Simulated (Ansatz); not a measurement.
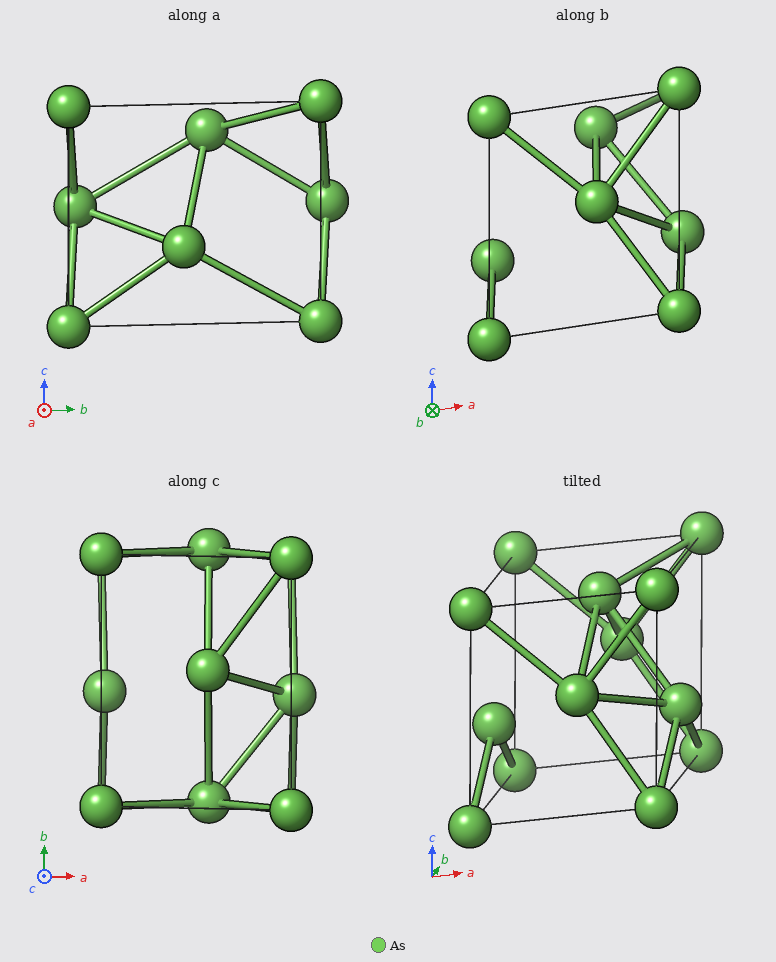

This ball-and-stick model is shown along the a axis, along the b axis, along the c axis and slightly off an axis. Thin lines show the simulation cell, with boundary atoms drawn in all their periodic places.

Lattice parameters: a = 3.944 Å, b = 5.178 Å, c = 4.569 Å, α = 88.85°, β = 81.45°, γ = 90.96°. Put a along x and b in the xy plane.

Express the structure as a POSCAR file, with free fractional coordinates to two decimals.

Answer.
```
As
1.0
     3.944    0.000    0.000
    -0.087    5.177    0.000
     0.679    0.103    4.517
As
4
Direct
  0.00 0.00 0.00
  0.57 0.03 0.55
  0.56 0.55 0.88
  0.02 0.46 0.35
```

Where the cell comes from: a made-up disordered cell. No relaxation was applied. Ansatz was used for an electronic-structure calculation on it.

At this level of theory the cell isn't at rest (forces up to 0.9 eV/Å), so its distances can differ from those at equilibrium, the more so the softer the solid.
